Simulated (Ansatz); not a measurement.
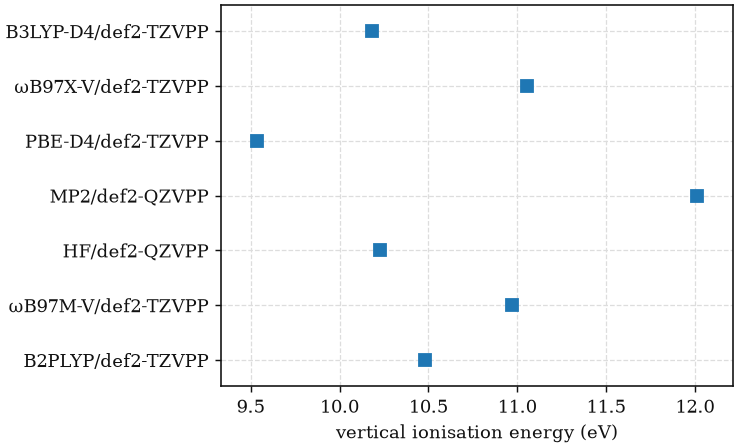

Vertical ionisation energy of ScSi₂H₆O₂Cl, SMILES [SiH3][O][Sc]([Cl])[O][SiH3], singlet, taken as the energy of the cation less that of the neutral at fixed geometry (unrestricted doublet cation, cores frozen in correlated methods, no spin-orbit coupling), the Ansatz code, at a PBE0-D4/def2-TZVP geometry (with a soft imaginary mode, 14i cm⁻¹).

Question: What range do the values span?

Answer: From 9.53 eV (PBE-D4/def2-TZVPP) to 12.01 eV (MP2/def2-QZVPP).

Question: Give the values.

Answer:
```tsv
level	eV
B3LYP-D4/def2-TZVPP	10.18
ωB97X-V/def2-TZVPP	11.05
PBE-D4/def2-TZVPP	9.53
MP2/def2-QZVPP	12.01
HF/def2-QZVPP	10.23
ωB97M-V/def2-TZVPP	10.97
B2PLYP/def2-TZVPP	10.48
```

Caveats, for all or some of the runs: no scalar relativity up to krypton; one conformer of a flexible molecule; outer-core shells are correlated without core-valence functions, which makes the correlated values less sure.
